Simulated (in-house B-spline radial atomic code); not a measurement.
The copper ion Cu⁺ in the configuration [Ar] 3d10. Method: Dirac-Hartree-Fock, average of configuration, Fermi nucleus, basis-set limit; computed with an in-house B-spline radial code.

```
Z = 29
electrons = 28.0
configuration = [Ar] 3d10
hamiltonian = dirac
method = hf
spin_polarised = False
nucleus = fermi
rms_radius = 3.8823
mass_number = 63
atomic_mass = 62.929597119
speed_of_light = 137.035999084
```

Wanted: the electron density ρ(r) on a logarithmic scale.

The density falls from 19000 electrons/bohr³ at the inner end (r = 0.00069 bohr) to 0.001 at r = 3.17 bohr, a common measure of the size of an atom or ion. The highest occupied orbital, 3d5/2 (⟨r⟩ = 0.987 bohr, −21.7 eV), is also the most diffuse and sets the fall-off far out: over the last part drawn ln ρ falls by 2.6 per bohr, against 2√(−2ε) = 2.5 for the pure exponential. The steps in the slope mark the shells; the radial density has its minima at 0.078 and 0.38 bohr.

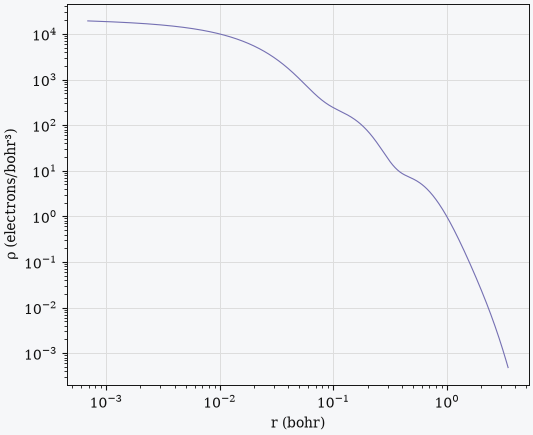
